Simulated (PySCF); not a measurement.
C₂H₅Br₂Ga, SMILES [Ga]([Br])([Br])[CH2]C at its CAM-B3LYP/def2-SVP optimised geometry (Å):

```
10

Ga    -0.2831    -0.8772     0.0000
Br     2.0064    -0.8772     0.0000
Br    -1.2604    -2.9467    -0.0001
C     -1.3373     0.7726     0.0000
C     -0.5311     2.0686     0.0097
H     -2.0064     0.7039     0.8736
H     -1.9961     0.7104    -0.8818
H      0.1242     2.1507    -0.8701
H      0.1135     2.1439     0.8978
H     -1.1956     2.9467     0.0091
```

Method: CAM-B3LYP/def2-TZVP (PySCF 2.14.0).

Map of the electron localisation function on the plane z = 1.0 Å:

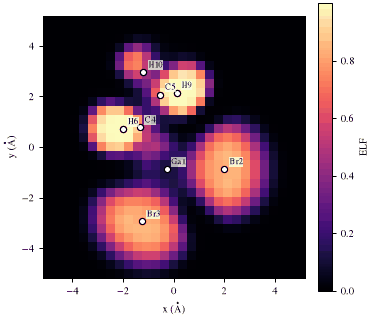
Fig. 1. Electron localisation function on the plane z = 1.0 Å.
